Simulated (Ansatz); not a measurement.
# FH₃HfO₃ (SMILES [OH][Hf]([OH])([OH])[F]): what the fields show

| atom | x (Å) | y (Å) | z (Å) |
| --- | --- | --- | --- |
| O | -1.0974 | 1.3329 | 0.6377 |
| Hf | 0.0775 | 0.1534 | -0.3251 |
| O | 1.7243 | -0.0920 | 0.6375 |
| O | -0.7777 | -1.5399 | -0.6419 |
| F | 0.4826 | 0.9557 | -2.0254 |
| H | -1.4356 | 1.9264 | 1.2991 |
| H | 2.4575 | -0.5061 | 1.0791 |
| H | -1.4311 | -2.2304 | -0.6609 |

Geometry: PBE0-D4/def2-TZVP; core potentials replace the inner electrons of Hf.

Computed with RKS PBE0-D4/def2-TZVPP in Ansatz 0.2.0.

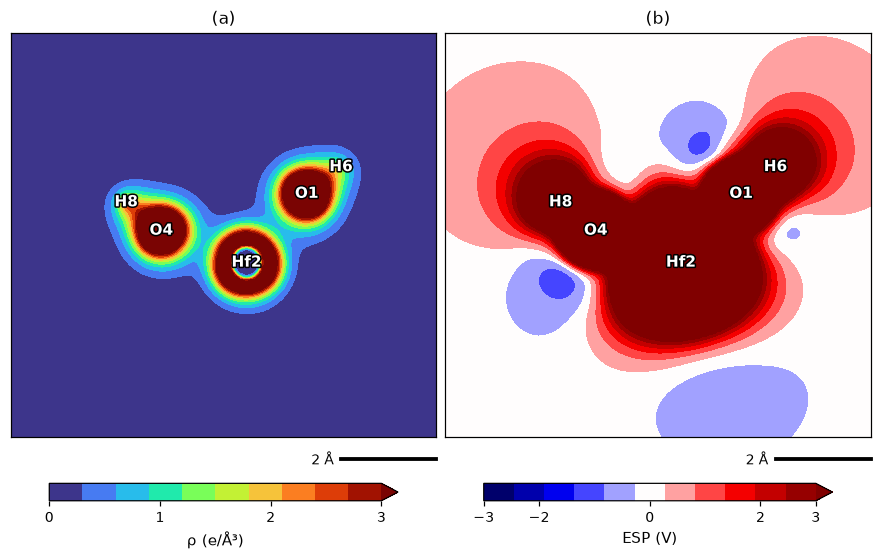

Figure 1. (a) electron density; (b) electrostatic potential on the plane of atoms O1, Hf2 and O4.

### Read the bonding off the picture.

- The plane passes through O, Hf and H nuclei.
- Hf–O (1.92 Å): the density is about 0.88 e/Å³ at the midpoint.
- O–H (0.95 Å): the density is about 3.9 e/Å³ at the midpoint.
- Outside the dense part of the molecule the potential is most negative (−1.1 V) near O1 and O4.

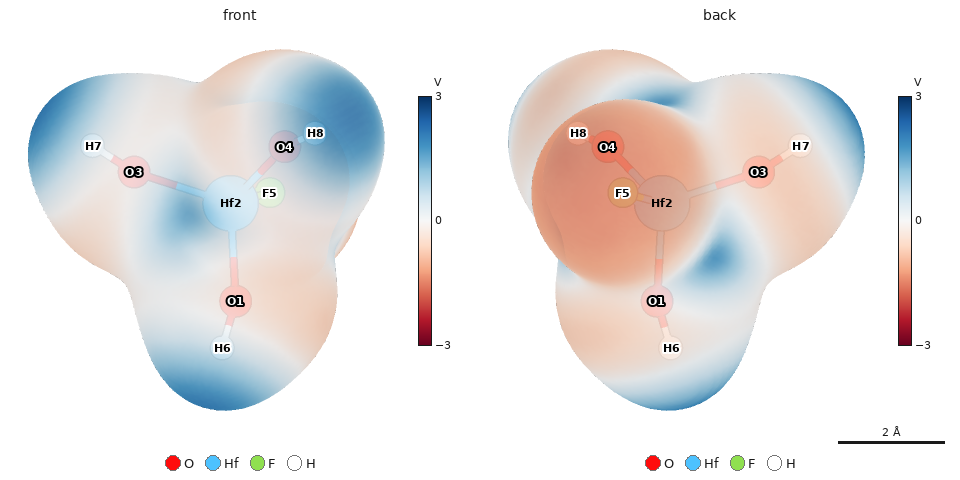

Figure 2. The molecular electrostatic potential painted on the density surface at 0.001 e/bohr³, seen from the front and from behind; the colour scale runs from red (negative) to blue (positive).

### Which sites attract a positive test charge, and which a negative one?

A positive charge is drawn to the negative regions and a negative charge to the positive ones. The most negative region (about −1.4 V) lies over F5, the most positive (about +2.1 V) over H6, H7 and H8.

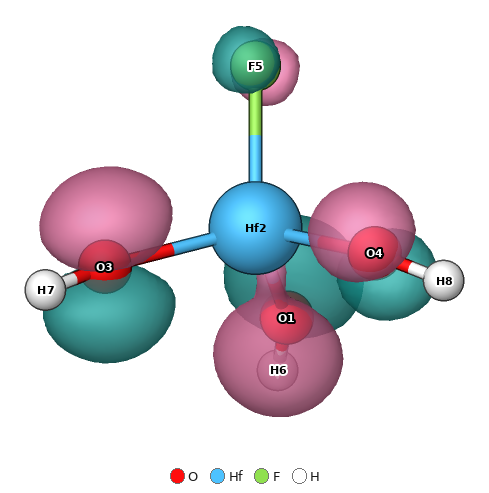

Figure 3. The HOMO−1 at ±0.15 Å⁻³ᐟ² (teal and pink are the two phases), seen from one side.

### What is the character of this orbital?

Its weight (Hirshfeld) is mainly on O1 (about 25 %), O3 (about 25 %), O4 (about 25 %) and Hf2 (about 10 %); largely a combination of lone pairs on O1, O3 and O4. Its energy is −9.24 eV.
